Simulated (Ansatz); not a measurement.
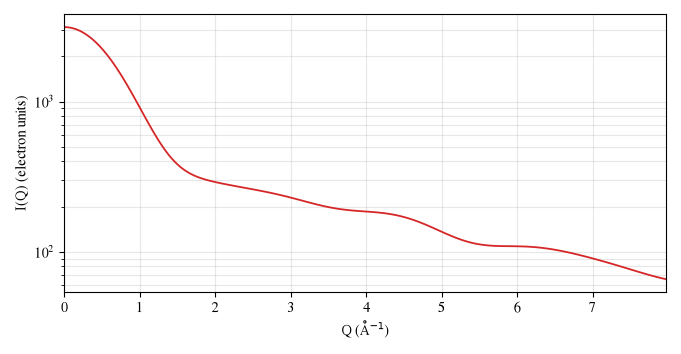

Elastic X-ray scattering of a randomly oriented, rigid molecule, calculated with the Debye equation from neutral-atom form factors (independent atoms, no Compton part, no vibration). The geometry is the end point of an optimisation (RKS PBE0-D4/def2-SVP in Ansatz 0.2.0); it may be a saddle point or a higher isomer. It contains N, B, Si, F, S, H.

How many electrons does the independent-atom model of the molecule hold?

Answer. I(0) is the square of the electron number: I(0) = 3130, so about 56 electrons, the count of BFH5NSSi.

What radius of gyration does the initial fall-off give?

Answer. From I(Q) ≈ I(0) exp(−Q²R²/3) at small Q, R ≈ 2.00 Å. It is larger than the electron-weighted radius of the nuclear positions alone (1.86 Å), because each atom's electron cloud adds to it.
